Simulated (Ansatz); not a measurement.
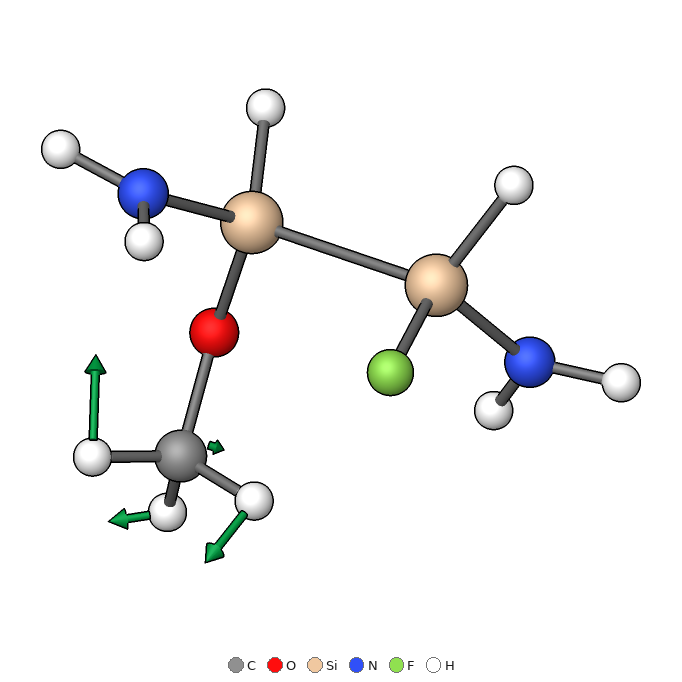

The arrows show one normal mode. Harmonic vibrations computed with RKS PBE0-D4/def2-TZVP (Ansatz 0.2.0) at a stationary point of the same level.

Question: What kind of motion is it?

Answer: Mostly H–C–O bending.

Question: Estimate its harmonic wavenumber.

Answer: 1182 cm⁻¹; it is mode 27 of 42 counted from the lowest.
